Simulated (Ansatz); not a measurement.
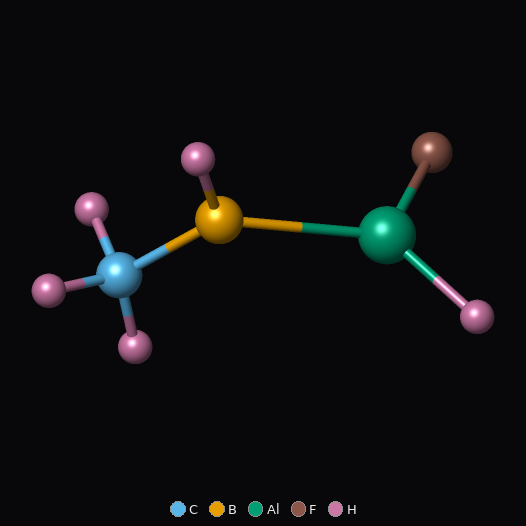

Sticks follow a distance rule. Harmonic vibrations computed with RKS PBE0-D4/def2-TZVP (Ansatz 0.2.0) at a stationary point of the same level.

Minimum or transition state?

A minimum: no imaginary frequency, and the lowest mode lies at 54 cm⁻¹.

List the wavenumbers.

21 modes: 54, 115, 177, 186, 440, 513, 531, 649, 779, 826, 830, 1033, 1119, 1296, 1409, 1471, 1911, 2549, 2972, 3082, 3135 cm⁻¹.
